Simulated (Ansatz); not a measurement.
Consider AsGaH4O2···H2.

```xyz
10

Ga    0.4785    0.1021    0.1613
H    -2.3075    1.3109   -0.1246
O     1.6185    1.1100   -0.7806
O    -0.1239    0.9385    1.6174
H    -2.5402    1.1849   -0.8243
As   -0.3296   -2.0865   -0.3998
H     1.9762    0.6919   -1.5658
H     0.2585    1.8144    1.7178
H    -0.0953   -2.5450    1.0322
H     1.0648   -2.5212   -0.8336
```

The product side of a reaction path; geometry: PBE0-D4/def2-TZVP.

Method: RKS PBE0-D4/def2-TZVPP in Ansatz.

> What will maps of the electron density and electron localisation function show?

Ga–O (1.78 Å): the density is about 0.93 e/Å³ at the midpoint; the ELF peaks at about 0.85 in the valence shell of O, 0.6 Å from its nucleus, and is about 0.25 at the midpoint.
Ga–As (2.40 Å): ρ is about 0.57 e/Å³ halfway; the ELF peaks at about 0.85 between the atoms: localised, covalent bonding.
O–H (0.96 Å): ρ at the midpoint is about 3.8 e/Å³; the ELF climbs to about 1 towards the hydrogen, as it does in any bond to H: a covalent bond by its length.

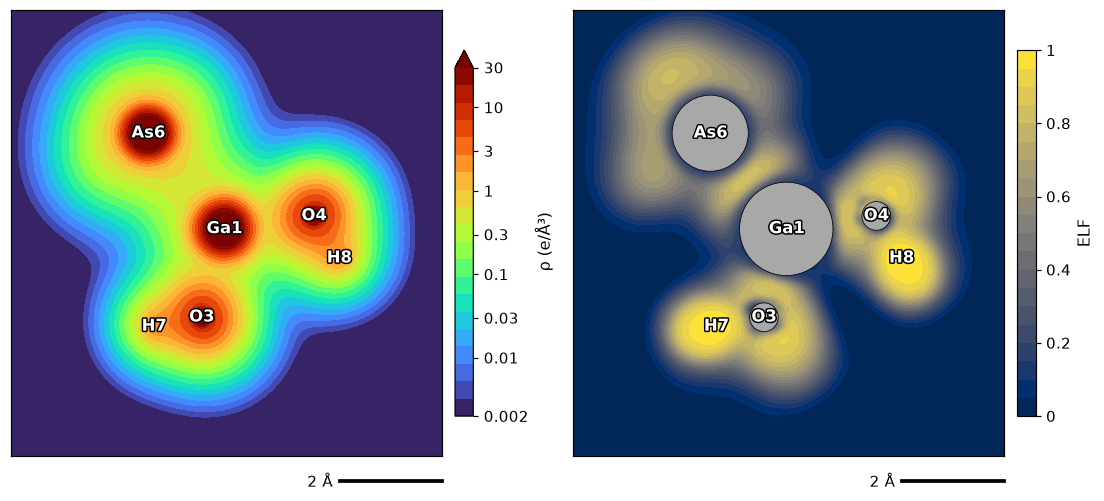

Computed electron density and electron localisation function on the plane of atoms Ga1, O4 and H8, in this order. Grey discs cover the atomic cores in the ELF map. 
